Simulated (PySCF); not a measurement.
Consider C3H11B2NSi (SMILES BN[SiH2]BCC=C).

```xyz
18

B    -2.3926    1.3329    0.3044
N    -2.5187   -0.0485    0.2215
Si   -1.7522   -1.1746   -0.8990
B     0.1417   -0.7352   -1.1796
C     1.0075   -0.1080   -0.0237
C     2.4948   -0.2042   -0.1645
C     3.2660    0.6614   -0.7945
H    -2.9999    1.9383    1.1070
H    -1.6657    1.8751   -0.4406
H    -3.1702   -0.4821    0.8574
H    -2.6271   -1.1727   -2.0952
H    -2.0077   -2.4772   -0.2409
H     0.6550   -0.8773   -2.2249
H     0.7114   -0.4465    0.9717
H     0.7113    0.9465   -0.0830
H     2.9394   -1.0861    0.2813
H     2.8705    1.5485   -1.2612
H     4.3279    0.5159   -0.8774
```

Geometry: GFN2-xTB.

These are results of CAM-B3LYP/def2-SVPD, SCF density, gas phase (PySCF), not measurements.

**What can the converged electron density and electron localisation function tell about the bonding?**

C–C (1.32 Å): the density is about 2.4 e/Å³ at the midpoint; the ELF peaks at about 0.90 between the atoms: a multiple bond.
N–H (1.01 Å): ρ at the midpoint is about 2.8 e/Å³; the ELF climbs to about 1 towards the hydrogen, as it does in any bond to H (an ordinary covalent bond to hydrogen).

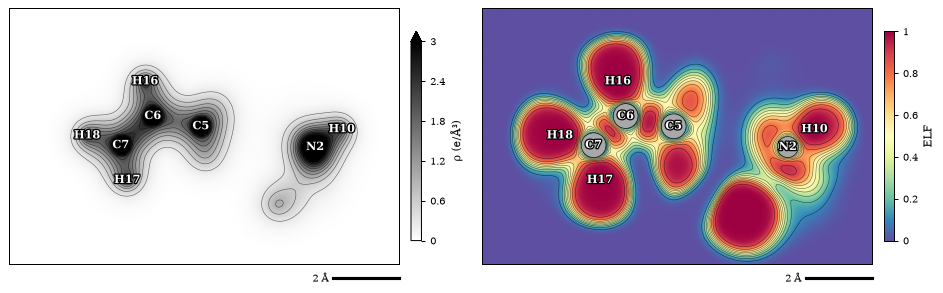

Computed electron density and electron localisation function on the plane of atoms C5, C6 and H16, in this order. Grey discs cover the atomic cores in the ELF map. 
